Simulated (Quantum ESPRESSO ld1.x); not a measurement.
**Gd: atomic calculation**

- system: Gd, configuration typed as [Xe] 4f7 5d1 6s2 7d-1.
- method: radial all-electron Kohn-Sham run of Quantum ESPRESSO ld1.x with rel=1, dft='PBE' as typed

**Input**
```
 &input
    zed=64.0,
    iswitch=1,
    rel=1,
    dft='PBE',
    config='[Xe] 4f7 5d1 6s2 7d-1',
    verbosity='high',
    prefix='ld1',
    max_out_wfc=37,
    file_charge='ld1.rho',
 /
```

Run as:
```bash
OMP_NUM_THREADS=1 ld1.x < ld1.in > ld1.out
```

**Output**
```
     Program LD1 v.7.5 starts

     --------------------------- All-electron run ----------------------------

     scalar relativistic calculation

     atomic number is 64.00
     dft =PBE   lsd =0 sic =0 latt =0  beta=0.20 tr2=1.0E-14
     Exchange-correlation= PBE
                           (   1   4   3   4   0   0   0)
     mesh =2097 r(mesh) = 100.39545 a.u. xmin = -8.00 dx = 0.00800
     1 Ry =  13.60569312 eV, c = 137.03599908

     n l     nl                  e(Ry)          e(Ha)          e(eV)
     1 0     1S 1( 2.00)   -3682.646812250   -1841.323406125 -50104.9624078
     2 0     2S 1( 2.00)    -608.052234985    -304.026117492  -8272.9721120
     2 1     2P 1( 6.00)    -541.062989971    -270.531494985  -7361.5370017
     3 0     3S 1( 2.00)    -134.800984228     -67.400492114  -1834.0608241
     3 1     3P 1( 6.00)    -114.051958714     -57.025979357  -1551.7559503
     4 0     4S 1( 2.00)     -27.153162264     -13.576581132   -369.4375931
     4 1     4P 1( 6.00)     -20.314469681     -10.157234841   -276.3924404
     3 2     3D 1(10.00)     -86.676998674     -43.338499337  -1179.3006448
     5 0     5S 1( 2.00)      -3.655862479      -1.827931240    -49.7405430
     5 1     5P 1( 6.00)      -2.003892756      -1.001946378    -27.2643499
     4 2     4D 1(10.00)     -10.857056886      -5.428528443   -147.7177842
     4 3     4F 1( 7.00)      -0.639205092      -0.319602546     -8.6968283
     5 2     5D 1( 1.00)      -0.186163557      -0.093081779     -2.5328842
     6 0     6S 1( 2.00)      -0.303250805      -0.151625403     -4.1259374

     final scf error:  7.3E-15 reached in  36 iterations

     Etot =  -22542.243431 Ry,  -11271.121716 Ha, -306702.846427 eV

     Ekin =   24207.998415 Ry,   12103.999208 Ha,  329366.597559 eV
     Encl =  -54990.252658 Ry,  -27495.126329 Ha, -748180.502423 eV
     Eh   =    8737.036513 Ry,    4368.518257 Ha,  118873.437601 eV
     Exc  =    -497.025701 Ry,    -248.512851 Ha,   -6762.379164 eV

     normalization and overlap integrals

     s(1S/1S) =  1.000000  <r> =   0.0219  <r2> =    0.0007  r(max) =   0.0140
     s(1S/2S) = -0.022940
     s(1S/3S) = -0.009939
     s(1S/4S) = -0.004781
     s(1S/5S) = -0.001963
     s(1S/6S) = -0.000585
     s(2S/2S) =  1.000000  <r> =   0.0933  <r2> =    0.0103  r(max) =   0.0793
     s(2S/3S) = -0.006242
     s(2S/4S) = -0.002873
     s(2S/5S) = -0.001170
     s(2S/6S) = -0.000348
     s(2P/2P) =  1.000000  <r> =   0.0824  <r2> =    0.0083  r(max) =   0.0639
     s(2P/3P) = -0.005024
     s(2P/4P) = -0.002187
     s(2P/5P) = -0.000794
     s(3S/3S) =  1.000000  <r> =   0.2444  <r2> =    0.0682  r(max) =   0.2243
     s(3S/4S) = -0.002027
     s(3S/5S) = -0.000800
     s(3S/6S) = -0.000237
     s(3P/3P) =  1.000000  <r> =   0.2430  <r2> =    0.0684  r(max) =   0.2207
     s(3P/4P) = -0.001727
     s(3P/5P) = -0.000609
     s(4S/4S) =  1.000000  <r> =   0.5528  <r2> =    0.3448  r(max) =   0.5154
     s(4S/5S) = -0.000542
     s(4S/6S) = -0.000159
     s(4P/4P) =  1.000000  <r> =   0.5851  <r2> =    0.3893  r(max) =   0.5364
     s(4P/5P) = -0.000417
     s(3D/3D) =  1.000000  <r> =   0.2212  <r2> =    0.0575  r(max) =   0.1807
     s(3D/4D) = -0.001240
     s(3D/5D) = -0.000255
     s(5S/5S) =  1.000000  <r> =   1.3324  <r2> =    1.9970  r(max) =   1.1938
     s(5S/6S) = -0.000084
     s(5P/5P) =  1.000000  <r> =   1.5609  <r2> =    2.7695  r(max) =   1.3568
     s(4D/4D) =  1.000000  <r> =   0.6359  <r2> =    0.4690  r(max) =   0.5583
     s(4D/5D) = -0.000187
     s(4F/4F) =  1.000000  <r> =   0.8661  <r2> =    0.9898  r(max) =   0.5673
     s(5D/5D) =  1.000000  <r> =   2.8481  <r2> =   10.0754  r(max) =   1.9603
     s(6S/6S) =  1.000000  <r> =   3.9902  <r2> =   18.1063  r(max) =   3.4046

     ------------------------ End of All-electron run ------------------------
```

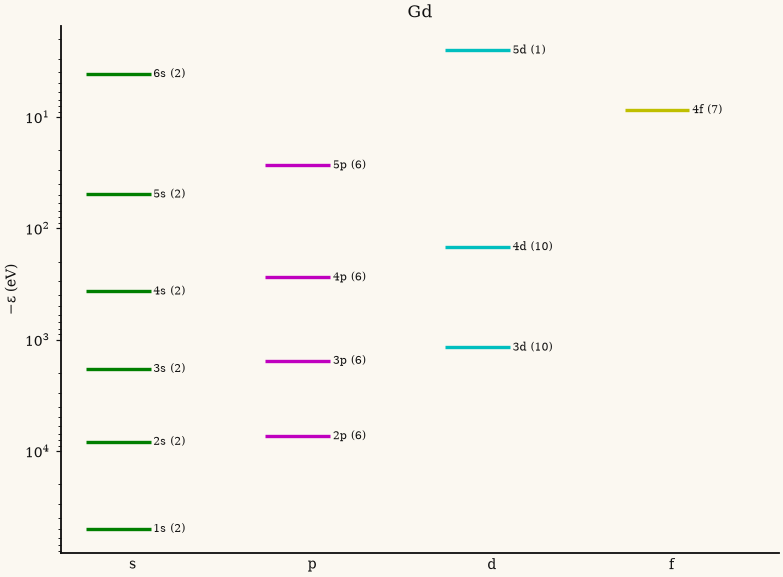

**Figure 1.** All occupied levels, on a logarithmic scale of binding energy, are drawn by angular momentum (occupations in brackets). They are the filled levels of this odd run. The highest occupied level is 5d at −2.53 eV. The highest 5 occupied levels, from the top down, are 5d (−2.53 eV), 6s (−4.13 eV), 4f (−8.70 eV), 5p (−27.3 eV), 5s (−49.7 eV). The open 4f shell lies under a filled one.

**Outcome**

```tsv
quantity	value
outcome	converged
total energy	−11271.1217 hartree
kinetic energy	12103.9992 hartree
electron–nucleus energy	−27495.1263 hartree
Hartree energy	4368.5183 hartree
exchange–correlation energy	−248.512851 hartree
SCF iterations	36
hardware	1 CPU thread, shared host
wall time	1.2 s
```

**What is odd here**

One thing in this input was made odd on purpose: negative occupation. The program ran to the end, and its total energy equals that of the same run with the usual input (−11271.12172 hartree) within 10⁻⁵ hartree, so the oddity leaves no trace in it.
